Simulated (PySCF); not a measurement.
# MP2/def2-TZVPD run of CH6AlAs (SMILES C[AsH][AlH2])

Aim: the vertical ionisation energy of CH6AlAs at MP2/def2-TZVPD, from 2 runs. 

The results are computed with PySCF 2.14.0.

**1. The system as given**

CH6AlAs has 9 atoms, charge 0, and is taken as a singlet. As SMILES, `C[AsH][AlH2]`. The coordinates come from a PBE0-D4/def2-TZVP relaxation.

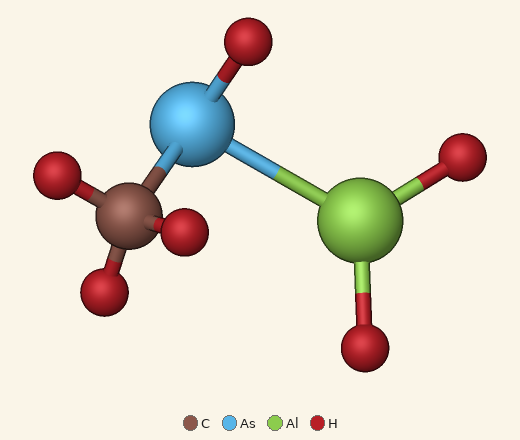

Viewed from a chosen angle; carbon brown, arsenic blue, aluminium green, hydrogen red.

**2. The energy at MP2/def2-TZVPD**

Contents of job.py:

```python
from pyscf import gto, mp

mol = gto.M(
    atom=[
    ('C', (-0.476000, 1.159700, -0.848800)),
    ('As', (0.508200, -0.554800, -1.021900)),
    ('Al', (0.155300, -1.450100, 1.201600)),
    ('H', (-0.278300, 1.758200, -1.737700)),
    ('H', (-1.541200, 0.931500, -0.812600)),
    ('H', (-0.203000, 1.727200, 0.038100)),
    ('H', (1.894100, -0.044000, -0.644900)),
    ('H', (1.212900, -2.461900, 1.818100)),
    ('H', (-1.183400, -1.112000, 1.991000)),
],
    basis='def2-tzvpd',
    spin=0,
    verbose=3,
    max_memory=1860,
)

mf = mol.RHF()
mf.conv_tol = 1e-10
mf.kernel()
if not mf.converged:
    mf = mf.newton().run(mf.mo_coeff, mf.mo_occ)

pt = mp.MP2(mf, frozen=15).run()
e_tot = pt.e_tot
print('Final energy', e_tot)
```

Run with:

```bash
$ OMP_NUM_THREADS=1 python job.py
```

Output:

```text
converged SCF energy = -2517.49445824768
E(RMP2) = -2518.01732146237  E_corr = -0.522863214694496
E(SCS-RMP2) = -2518.01310306467  E_corr = -0.518644816985952
Final energy -2518.0173214623746
```

Wall time 25 s (1 thread of Intel Xeon Platinum 8259CL at 2.50GHz (Skylake/Cascade Lake), shared host); peak memory 1.6 GiB.

**3. The doublet cation**

Contents of job.py:

```python
from pyscf import gto, mp

mol = gto.M(
    atom='''
C     -0.476000     1.159700    -0.848800
As     0.508200    -0.554800    -1.021900
Al     0.155300    -1.450100     1.201600
H     -0.278300     1.758200    -1.737700
H     -1.541200     0.931500    -0.812600
H     -0.203000     1.727200     0.038100
H      1.894100    -0.044000    -0.644900
H      1.212900    -2.461900     1.818100
H     -1.183400    -1.112000     1.991000
''',
    verbose=4,
    spin=1,
    charge=1,
    max_memory=1860,
    basis='def2-tzvpd',
)

calc0 = mol.UHF()
calc0.conv_tol = 1e-10
calc0.kernel()
if not calc0.converged:
    calc0 = calc0.newton().run(calc0.mo_coeff, calc0.mo_occ)

pt = mp.MP2(calc0, frozen=15).run()
e_tot = pt.e_tot
print(f'total energy: {e_tot:.8f} hartree')
```

Run with:

```bash
$ OMP_NUM_THREADS=1 python job.py
```

Output:

```text
PySCF version 2.14.0

[INPUT] num. atoms = 9
[INPUT] num. electrons = 57
[INPUT] charge = 1
[INPUT] spin (= nelec alpha-beta = 2S) = 1
[INPUT] symmetry False subgroup None
[INPUT] Mole.unit = angstrom
[INPUT] Symbol           X                Y                Z      unit          X                Y                Z       unit  Magmom
[INPUT]  1 C     -0.476000000000   1.159700000000  -0.848800000000 AA   -0.899509635293   2.191515386658  -1.603999534531 Bohr   0.0
[INPUT]  2 As     0.508200000000  -0.554800000000  -1.021900000000 AA    0.960358816504  -1.048420053909  -1.931111126693 Bohr   0.0
[INPUT]  3 Al     0.155300000000  -1.450100000000   1.201600000000 AA    0.293474467145  -2.740291853232   2.270694911277 Bohr   0.0
[INPUT]  4 H     -0.278300000000   1.758200000000  -1.737700000000 AA   -0.525910780466   3.322516472210  -3.283777086657 Bohr   0.0
[INPUT]  5 H     -1.541200000000   0.931500000000  -0.812600000000 AA   -2.912445903180   1.760279885032  -1.535591448822 Bohr   0.0
[INPUT]  6 H     -0.203000000000   1.727200000000   0.038100000000 AA   -0.383614403287   3.263934962349   0.071998565346 Bohr   0.0
[INPUT]  7 H      1.894100000000  -0.044000000000  -0.644900000000 AA    3.579330252539  -0.083147949481  -1.218684377732 Bohr   0.0
[INPUT]  8 H      1.212900000000  -2.461900000000   1.818100000000 AA    2.292048816485  -4.652316746067   3.435711067072 Bohr   0.0
[INPUT]  9 H     -1.183400000000  -1.112000000000   1.991000000000 AA   -2.236301895810  -2.101375450516   3.762444714009 Bohr   0.0

nuclear repulsion = 231.17972221786
number of shells = 76
number of NR pGTOs = 296
number of NR cGTOs = 188
basis = def2-tzvpd
ecp = {}

******** <class 'pyscf.scf.uhf.UHF'> ********
method = UHF
initial guess = minao
damping factor = 0
level_shift factor = 0
DIIS = <class 'pyscf.scf.diis.CDIIS'>
diis_start_cycle = 1
diis_space = 8
diis_damp = 0
SCF conv_tol = 1e-10
SCF conv_tol_grad = None
SCF max_cycles = 50
direct_scf = True
direct_scf_tol = 1e-13
number electrons alpha = 29  beta = 28
Set gradient conv threshold to 1e-05
init E= -2516.599946736
[... the frontier-level lines of each cycle are left out ...]

cycle= 1 E= -2517.1272601767  delta_E= -0.527  |g|= 0.294  |ddm|= 1.79
cycle= 2 E= -2517.19847104298  delta_E= -0.0712  |g|= 0.144  |ddm|= 0.576
cycle= 3 E= -2517.20741747239  delta_E= -0.00895  |g|= 0.0463  |ddm|= 0.171
cycle= 4 E= -2517.2101620686  delta_E= -0.00274  |g|= 0.0158  |ddm|= 0.108
cycle= 5 E= -2517.21075145937  delta_E= -0.000589  |g|= 0.00827  |ddm|= 0.0425
cycle= 6 E= -2517.21100222023  delta_E= -0.000251  |g|= 0.00515  |ddm|= 0.0291
cycle= 7 E= -2517.21113665658  delta_E= -0.000134  |g|= 0.00362  |ddm|= 0.0209
cycle= 8 E= -2517.21122522843  delta_E= -8.86e-05  |g|= 0.00231  |ddm|= 0.0195
cycle= 9 E= -2517.21127450183  delta_E= -4.93e-05  |g|= 0.000879  |ddm|= 0.0211
cycle= 10 E= -2517.21128040721  delta_E= -5.91e-06  |g|= 0.000329  |ddm|= 0.00791
cycle= 11 E= -2517.21128091982  delta_E= -5.13e-07  |g|= 0.000161  |ddm|= 0.00222
cycle= 12 E= -2517.21128100824  delta_E= -8.84e-08  |g|= 9.21e-05  |ddm|= 0.000686
cycle= 13 E= -2517.2112810399  delta_E= -3.17e-08  |g|= 5.23e-05  |ddm|= 0.000382
cycle= 14 E= -2517.21128105227  delta_E= -1.24e-08  |g|= 1.92e-05  |ddm|= 0.000327
cycle= 15 E= -2517.21128105343  delta_E= -1.16e-09  |g|= 7.43e-06  |ddm|= 0.000101
cycle= 16 E= -2517.21128105355  delta_E= -1.15e-10  |g|= 3.3e-06  |ddm|= 2.61e-05
cycle= 17 E= -2517.21128105359  delta_E= -4.46e-11  |g|= 1.82e-06  |ddm|= 9.66e-06
Extra cycle  E= -2517.21128105359  delta_E= 2.73e-12  |g|= 1.28e-06  |ddm|= 3.03e-06
converged SCF energy = -2517.21128105359  <S^2> = 0.76849996  2S+1 = 2.0184152

******** <class 'pyscf.mp.ump2.UMP2'> ********
nocc = (np.int64(14), np.int64(13)), nmo = (173, 173)
frozen orbitals 15
E(UMP2) = -2517.69716831859  E_corr = -0.485887265002351
E(SCS-UMP2) = -2517.69413212348  E_corr = -0.482851069893435
E_corr(same-spin) = -0.115631132433908
E_corr(oppo-spin) = -0.370256132568444
total energy: -2517.69716832 hartree
```

Wall time 2 min (1 thread of Intel Xeon Platinum 8259CL at 2.50GHz (Skylake/Cascade Lake), shared host); peak memory 2.5 GiB.

**4. Summary of results**

Level: MP2/def2-TZVPD, 15 core orbitals frozen.

| quantity | value |
| --- | --- |
| singlet CH6AlAs: total energy | -2518.01732 Eh |
| singlet CH6AlAs: dipole moment (Hartree–Fock density) | 1.13 D |
| singlet CH6AlAs: HOMO energy (Hartree–Fock orbitals) | -8.86 eV |
| singlet CH6AlAs: LUMO energy (Hartree–Fock orbitals) | 0.92 eV |
| singlet CH6AlAs: HOMO–LUMO gap (Hartree–Fock orbitals) | 9.78 eV |
| singlet CH6AlAs: correlation energy (15 core orbitals frozen) | -522.9 mEh |
| doublet cation: total energy | -2517.69717 Eh |
| doublet cation: HOMO energy (Hartree–Fock orbitals) (highest over α and β) | -16.26 eV |
| doublet cation: LUMO energy (Hartree–Fock orbitals) (lowest over α and β) | -6.67 eV |
| doublet cation: correlation energy (15 core orbitals frozen) | -485.9 mEh |
| doublet cation: ⟨S²⟩ of the reference determinant | 0.768 |
| vertical ionisation energy (to the doublet cation) | 8.712 eV |

**Reading.** Removing an electron at fixed nuclei costs 8.71 eV (201 kcal/mol). Mulliken charges (singlet CH6AlAs) of the mean-field density run from -0.44 on C1 to +0.45 on Al3; in a basis this large or diffuse they mean little.
